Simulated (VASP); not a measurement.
Band structure of Y (hcp). Calculation: PBE GGA with D3 dispersion (zero damping), VASP's PBE PAW potentials (set 64) (plane waves; VASP 6.6.1).

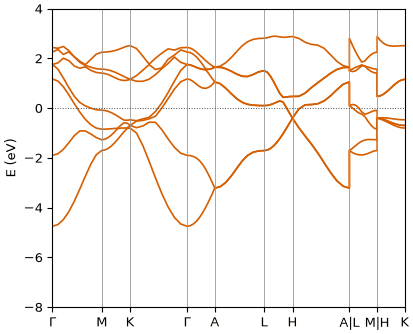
Fig. 1. Bands along high-symmetry lines, zero at the valence-band maximum or, without a gap, the Fermi level

**Question.** Read the plot: is there a gap, and where are the band edges?

**Answer.** It has no gap at this level: it comes out as a metal or semimetal. (Edges off the drawn lines would not show.)

The compound is Y in the hcp structure. It was relaxed first, which changed the volume by -5 %.
